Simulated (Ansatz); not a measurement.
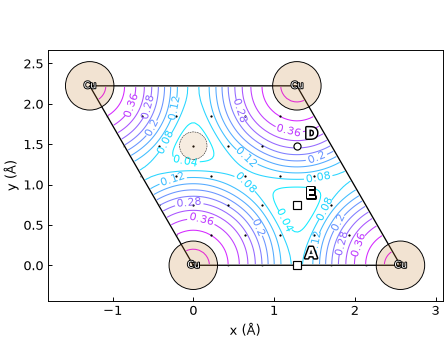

F on a Cu(111) slab cut from the Fm-3m phase, its upper half relaxed before the scan (12 atoms of substrate and one adsorbate in a 2 × 2 cell). F is moved over the surface cell; relaxed at each place: the height of the adsorbate's atoms; substrate rigid; the origin of the map has the adsorbate above Cu9. Places are given modulo a cell vector. The map is drawn in real space over the plane of the surface. The grid has 6 × 6 points; 10 points were computed and 26 follow by symmetry. Places are given in fractions of the 1 × 1 surface cell. All energies are given in eV relative to the lowest grid point. The runs have no spin polarisation; a magnetic state may lie lower. The calculation used DFT PBE, scalar-relativistic, plane waves, PAW (Ansatz). Settings: cutoff 420 eV, k-mesh 6×6×1, gaussian smearing 0.1 eV, no spin polarisation.

In the figure: contour lines labelled in eV, dots at the grid points, labelled circles for the atoms of the top layer and small ones for the second layer, the outline of one cell of the plane, lettered points. Between grid points the surface is interpolated.

Question: Is E the lowest point of the computed grid?

Answer: Yes. E, at a threefold hollow over a third-layer Cu atom, (4/6, 2/6) of the cell vectors, has the lowest energy of the grid.

Question: Rank the lettered points by energy, lowest first.

Answer: E (0.000 eV), A (0.073 eV), D (0.293 eV).

PAW datasets: the set soft_1.
